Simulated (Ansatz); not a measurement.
```
CELL_PARAMETERS angstrom
7.71644 0.00000 0.00000
0.00000 8.71510 0.00000
0.00000 0.00000 3.63664
ATOMIC_POSITIONS crystal
Al 0.00000 0.17259 0.50000
Al 0.50000 0.67259 0.50000
Al 0.00000 0.82741 0.50000
Al 0.50000 0.32741 0.50000
Al 0.00000 0.50000 0.50000
Al 0.50000 0.00000 0.50000
B 0.25000 0.25000 0.50000
B 0.75000 0.75000 0.50000
B 0.25000 0.75000 0.50000
B 0.75000 0.25000 0.50000
P 0.00000 0.00000 0.00000
P 0.50000 0.50000 0.00000
```

Space group Cmmm; a structure generated by program, which may or may not match a known phase.

Computed with DFT PBE, scalar-relativistic, plane waves, PAW (Ansatz 0.2.0).

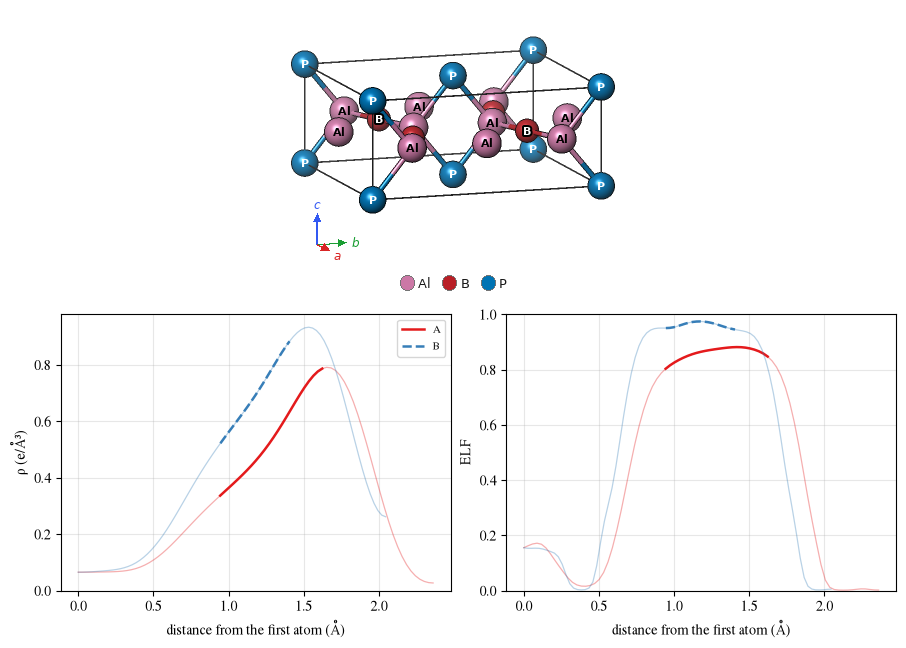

Al3B2P. Valence pseudo-density and electron localisation function along straight lines between neighbouring atoms. Thin, pale parts lie inside the atomic spheres. The structure is drawn too.

The density is the valence pseudo-density of a PAW calculation; it isn't the true density close to the nuclei.

Which curve belongs to which contact (Al–B and Al–P)? The first atom named is at distance zero.

Curve A: Al–P (2.36 Å): ρ is about 0.46 e/Å³ halfway; the ELF peaks at about 0.90 in the valence shell of P, 0.9 Å from its nucleus, and is about 0.85 at the midpoint. Curve B: Al–B (2.04 Å): ρ at the midpoint is about 0.58 e/Å³; the ELF peaks at about 1 between the atoms.
